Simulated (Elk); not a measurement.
Band structure of Ge (Fd-3m, 2 atoms in the cell).

```xyz
2
Lattice="0.0000 2.8544 2.8544 2.8544 0.0000 2.8544 2.8544 2.8544 0.0000" Properties=species:S:1:pos:R:3 pbc="T T T"
Ge     2.8544     2.8544     2.8544
Ge     4.2817     4.2817     4.2817
```

Method of the run: Elk with PBE, all-electron FP-LAPW, Elk's shipped species files, default APW+lo basis.

Settings: xctype = 20; swidth = 0.00183747 Ha; ngridk = 13 13 13; maxscl = 100.

The starting cell comes from a database of computed structures (which also holds hypothetical and non-ambient phases and stackings), without a prior relaxation at this level. Its lattice was rescaled by a random factor within 2.5 % of one. Values depend on the basis (sphere radii, cutoffs, local orbitals), which need not be converged.

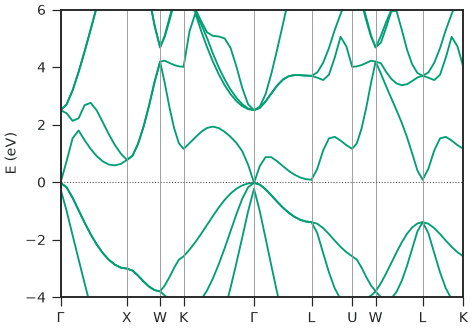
Fig. 1. Bands along the path, energies from the Fermi level.

Levels in eV from the Fermi level, bands 11 to 18:
| point | 11 | 12 | 13 | 14 | 15 | 16 | 17 | 18 |
|---|---|---|---|---|---|---|---|---|
| Γ | -12.60 | -0.23 | -0.02 | -0.02 | -0.02 | 2.50 | 2.50 | 2.50 |
| X | -8.81 | -8.81 | -3.01 | -3.01 | 0.77 | 0.77 | 9.26 | 9.26 |
| W | -8.72 | -8.72 | -3.80 | -3.80 | 4.19 | 4.19 | 4.69 | 4.69 |
| K | -9.28 | -8.23 | -4.22 | -2.58 | 1.16 | 4.01 | 7.03 | 7.22 |
| L | -10.57 | -7.50 | -1.39 | -1.39 | 0.08 | 3.70 | 3.70 | 7.13 |
| U | -9.28 | -8.23 | -4.22 | -2.58 | 1.16 | 4.01 | 7.03 | 7.22 |

No band crosses the Fermi level by more than 0.03 eV along this path.
